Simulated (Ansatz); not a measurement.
Input file:

```
crystal:
  periodic: [false, false, false]
  atoms:
    - { symbol: Ge, position_ang: [-0.500653, 0.0, -0.360277] }
    - { symbol: H, position_ang: [0.186048, 7.0e-06, 2.32108] }
    - { symbol: H, position_ang: [0.816096, -1.0e-05, 0.352246] }
    - { symbol: F, position_ang: [-0.600781, 1.363541, -1.374763] }
    - { symbol: F, position_ang: [-0.60079, -1.363533, -1.374772] }
    - { symbol: Cl, position_ang: [-2.330513, -1.3e-05, 0.829251] }
    - { symbol: H, position_ang: [-0.462107, 8.0e-06, 2.609236] }
basis:
  gaussian: { orbitals: def2-SVP }
hamiltonian:
  xc: hf
relax:
  f_tol: 0.03
  max_steps: 50
output:
  orbitals: {}
```

Command:

```sh
ansatz run input.yaml --threads 1 --pin off --max-ram 2048MiB --backend cpu --events-out ev --progress --plain --runs-dir out
```

The fields are those of the run's last geometry, not of the input's.

These are results of RHF/def2-SVP in Ansatz 0.2.0, not measurements.

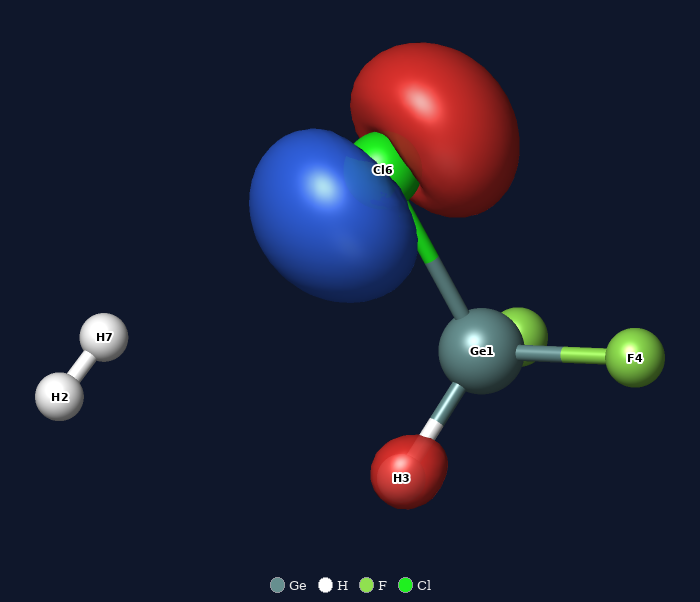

ClF$_{2}$GeH···H$_{2}$. The HOMO at ±0.2 Å⁻³ᐟ² (red and blue are the two phases), seen at an oblique angle.

**Describe this orbital and give its energy.**

By Hirshfeld shares it lies mainly on Cl6 (about 85 %) and Ge1 (about 10 %); largely a lone pair of Cl6. Its energy is −13.40 eV.
